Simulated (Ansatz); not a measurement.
# O3 (ozone): levels of theory compared

Aim: a comparison of 6 runs (HF/def2-TZVPP, B3LYP/def2-TZVPP, BHLYP/def2-TZVPP, BLYP/def2-TZVPP, r2SCAN/def2-TZVPP, MP2/def2-TZVPP) of O3 (ozone). 

The calculation is run with Ansatz 0.2.0.

20 further runs of the same task are left out: 2 that didn't finish, 18 set aside as unsound or not needed.

## Step 1: The system as given

O3 has 3 atoms, charge 0, and is taken as a singlet. As SMILES, `O=[O+][O-]`. The O2–O3 distance was set to 2.724 Å, away from the relaxed value. At this shape a bond of the SMILES string is far longer than usual.

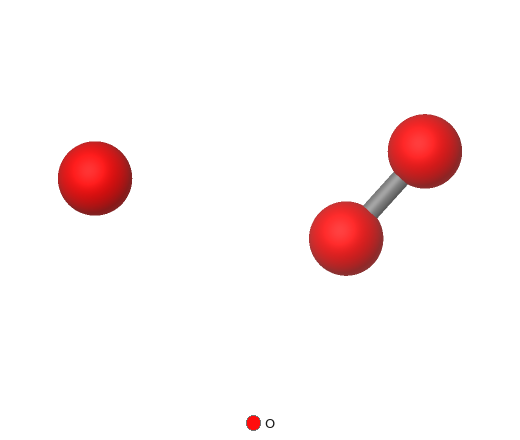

The structure, seen from a chosen angle (oxygen red).

## Step 2: The energy at HF/def2-TZVPP (run 1)

Input file in.yaml:

```yaml
crystal:
  periodic: [false, false, false]
  atoms:
    - symbol: O
      position_ang: [1.317788, -1.941243, 0.518342]
    - symbol: O
      position_ang: [0.240188, -1.722943, -0.050558]
    - symbol: O
      position_ang: [-0.619800, 0.853500, -0.250100]
basis:
  gaussian: {orbitals: def2-TZVPP}
output: {orbitals: {seedname: orbitals}}
accuracy: high
hamiltonian: {xc: hf}
```

Command:

```
$ ansatz run in.yaml --threads 1 --pin off --max-ram 3480MiB --events-out events.jsonl --progress --plain --runs-dir runs
```

Standard output:

```text
Warning: RAYON_NUM_THREADS=1 ignored (pool sized by the plan → 1); use --threads N
Functional definition: HF
  name "HF"
  exchange = exact_x
  correlation = 0
1335 factors; integrals over basis functions are off by at most 3.9e-8 eV
mean field evaluation 1: about -6060.2286 eV, gradient 9.1e1 eV
mean field evaluation 2: about -6060.2324 eV, gradient 9.1e1 eV
mean field evaluation 4: about -6049.6841 eV, gradient 1.1e2 eV
mean field evaluation 8: about -6102.5159 eV, gradient 1.1e1 eV
mean field evaluation 16: about -6102.8806 eV, gradient 5.8e-5 eV
mean field evaluation 32: about -6102.9068 eV, gradient 7.8e-2 eV
mean field evaluation 64: about -6102.9484 eV, gradient 6.4e-2 eV
mean field evaluation 96: about -6102.8847 eV, gradient 1.0e0 eV
mean field evaluation 128: about -6102.8847 eV, gradient 6.4e-1 eV
mean field evaluation 160: about -6102.8945 eV, gradient 9.3e-3 eV
mean field evaluation 192: about -6102.8817 eV, gradient 1.3e0 eV
mean field evaluation 224: about -6102.9220 eV, gradient 3.5e-1 eV
mean field evaluation 256: about -6080.9622 eV, gradient 1.4e1 eV
mean field evaluation 288: about -6102.7521 eV, gradient 7.2e0 eV
mean field evaluation 320: about -6102.8113 eV, gradient 1.3e0 eV
mean field evaluation 352: about -6102.8725 eV, gradient 6.0e-1 eV
mean field evaluation 384: about -6102.9254 eV, gradient 1.5e-1 eV
mean field -6102.97374920 eV, -224.2801485390 hartree, gradient 4.4e-9 eV, S^2 0.000000; 9 other end points of the search recorded, 0 dependent functions left out
reference -6102.97374920 eV, -224.2801485390 hartree; 12, 12 occupied and 81, 81 virtual orbitals, 1335 factors
Total energy: -6102.97374920 eV, -224.2801485390 hartree
```

Wall time 8.1 s (1 thread of Arm Neoverse V1, shared host); peak memory 0.17 GiB.

## Step 3: The energy at B3LYP/def2-TZVPP (run 2)

Input file job.yaml:

```yaml
crystal:
  periodic: [false, false, false]
  atoms:
    - {symbol: O, position_ang: [1.317788, -1.941243, 0.518342]}
    - {symbol: O, position_ang: [0.240188, -1.722943, -0.050558]}
    - {symbol: O, position_ang: [-0.619800, 0.853500, -0.250100]}
basis:
  gaussian: {orbitals: def2-TZVPP}
hamiltonian: {xc: {name: B3LYP}}
accuracy: high
output: {orbitals: {seedname: orbitals}}
```

Command:

```
$ ansatz run job.yaml --threads 1 --pin off --max-ram 3480MiB --events-out events.jsonl --progress --plain --runs-dir runs
```

Standard output:

```text
Warning: RAYON_NUM_THREADS=1 ignored (pool sized by the plan → 1); use --threads N
Functional definition: B3LYP
  name "B3LYP"
  parameter a0 = 0.2
  parameter ax = 0.72
  parameter ac = 0.81
  exchange = (1 - a0 - ax)*slater_x + ax*b88_x + a0*exact_x
  correlation = (1 - ac)*vwn_rpa_c + ac*lyp_c
1335 factors; integrals over basis functions are off by at most 3.9e-8 eV
mean field evaluation 1: about -6088.3274 eV, gradient 1.0e2 eV
mean field evaluation 2: about -5536.1102 eV, gradient 2.9e2 eV
mean field evaluation 4: about -6069.2004 eV, gradient 1.0e2 eV
mean field evaluation 8: about -6131.2785 eV, gradient 2.3e0 eV
mean field evaluation 16: about -6131.5908 eV, gradient 2.0e-3 eV
mean field evaluation 32: about -6131.7643 eV, gradient 1.4e-1 eV
mean field evaluation 64: about -6131.3590 eV, gradient 9.0e0 eV
mean field -6131.76433143 eV, -225.3381829210 hartree, gradient 2.0e-8 eV, S^2 0.000000; 4 other end points of the search recorded, 0 dependent functions left out
reference -6131.76435887 eV, -225.3381839291 hartree; 12, 12 occupied and 81, 81 virtual orbitals, 1335 factors
Total energy: -6131.76435887 eV, -225.3381839291 hartree
```

Wall time 7.8 s (1 thread of Arm Neoverse V1, shared host); peak memory 0.18 GiB.

Runs 3 to 4 aren't shown in full; the table further down has their settings and results.

## Step 4: A single-point energy at r2SCAN/def2-TZVPP (run 5)

Input file input.yaml:

```yaml
crystal:
  periodic: [false, false, false]
  atoms:
    - {symbol: O, position_ang: [1.317788, -1.941243, 0.518342]}
    - {symbol: O, position_ang: [0.240188, -1.722943, -0.050558]}
    - {symbol: O, position_ang: [-0.619800, 0.853500, -0.250100]}
basis:
  gaussian:
    orbitals: def2-TZVPP
total_charge: 0
hamiltonian:
  xc: r2scan
accuracy: high
output:
  orbitals: {seedname: orbitals}
```

Command:

```
$ ansatz run input.yaml --threads 1 --pin off --max-ram 3480MiB --events-out events.jsonl --progress --plain --runs-dir runs
```

Standard output, cut to the lines that bear on the results:

```text
Warning: RAYON_NUM_THREADS=1 ignored (pool sized by the plan → 1); use --threads N
Functional definition: r2SCAN
  name "r2SCAN"
[...]
1335 factors; integrals over basis functions are off by at most 3.9e-8 eV
[...]
mean field -6129.31685950 eV, -225.2482399864 hartree, gradient 5.6e-8 eV, S^2 0.000000; 7 other end points of the search recorded, 0 dependent functions left out
reference -6129.31685986 eV, -225.2482399997 hartree; 12, 12 occupied and 81, 81 virtual orbitals, 1335 factors
Total energy: -6129.31685986 eV, -225.2482399997 hartree
```

Run time: 26 s. Hardware: 1 thread of Arm Neoverse V1, shared host; peak memory 0.18 GiB.

## Step 5: A single-point energy at MP2/def2-TZVPP (run 6)

Edit input.yaml of step 4 so:

```diff
@@ -10,6 +10,5 @@
 total_charge: 0
-hamiltonian:
-  xc: r2scan
+correlation:
+  method: mp2
+  frozen_orbitals: {O: 1}
 accuracy: high
-output:
-  orbitals: {seedname: orbitals}
```

Command:

```
$ ansatz run input.yaml --threads 1 --pin off --max-ram 3480MiB --events-out events.jsonl --progress --plain --runs-dir runs
```

Standard output, cut to the lines that bear on the results:

```text
Warning: RAYON_NUM_THREADS=1 ignored (pool sized by the plan → 1); use --threads N
[... 2 set-up lines as earlier in the session ...]
[...]
1335 factors; integrals over basis functions are off by at most 3.9e-8 eV
[...]
mean field -6102.97374920 eV, -224.2801485390 hartree, gradient 4.4e-9 eV, S^2 0.000000; 21 other end points of the search recorded, 0 dependent functions left out; unrestricted orbitals would lower it
[...]
unrestricted determinant -6107.10820145 eV, -224.4320868566 hartree, S^2 2.0232
3 core orbitals not correlated: weight in the atoms' cores, before any rotation towards them, 1.000 or more for the frozen orbitals, at most 0.000 for the correlated occupied ones
reference -6102.97374920 eV, -224.2801485390 hartree; 9, 9 occupied and 81, 81 virtual orbitals, 1335 factors
second order -17.51191967 eV of doubles, -0.00000000 eV of singles
Total energy: -6120.48566888 eV, -224.9236997170 hartree
```

Wall time 17 s (1 thread of Arm Neoverse V1, shared host); peak memory 0.2 GiB.

## Step 6: All runs side by side

```tsv
run	level	frozen core orbitals	energy (Eh)	wall time
1	HF/def2-TZVPP	–	-224.280149	8.1 s
2	B3LYP/def2-TZVPP	–	-225.338184	7.8 s
3	BHLYP/def2-TZVPP	–	-225.218355	8.1 s
4	BLYP/def2-TZVPP	–	-225.392492	13 s
5	r2SCAN/def2-TZVPP	–	-225.248240	26 s
6	MP2/def2-TZVPP	3	-224.923700	17 s
```

## Step 7: What came out

| quantity | value |
| --- | --- |
| run 6: total energy | -224.92370 Eh |
| run 6: correlation energy (3 core orbitals frozen) | -643.6 mEh |

In words: Over runs 1, 2, 3 the HOMO–LUMO gap runs from 1.96 eV (B3LYP/def2-TZVPP) to 13.35 eV (HF/def2-TZVPP). Exact exchange widens orbital gaps. Totals of different functionals can't be ranked against each other. In run 6 the log says that unrestricted orbitals would lower the reference, so the values rest on an unstable closed-shell determinant (other closed-shell runs at this shape may share the fault). In runs 1, 2, 3, 4, 5, 6 a closed-shell determinant meets a far-stretched bond, which it describes badly. All runs together took 81 s, the longest 26 s.
